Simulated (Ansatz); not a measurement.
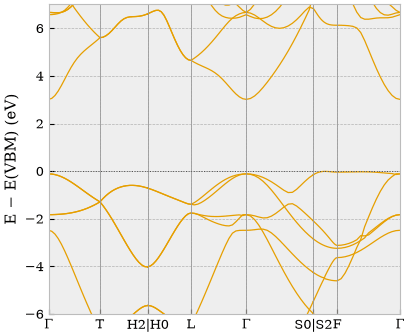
Figure: Band structure from plane-wave PAW r²SCAN (Ansatz code)

The gap is 3.01 eV; an edge lies off the plotted path or next to a special point (maximum off the standard path, minimum at Γ).

The material is AlH3 in space group R-3c (No. 167; Al on 6b, H on 18e).

The first step of the workflow began from a Materials Project structure, measured or hypothetical; the Crystallography Open Database files this formula in space group No. 167, but the cells were not matched. Whether it is the stable phase at ambient conditions was not checked. The cell was relaxed with r²SCAN under the symmetry of its start; phonons on a q-mesh show no instability.

Potentials: the later of the program's two PAW sets.
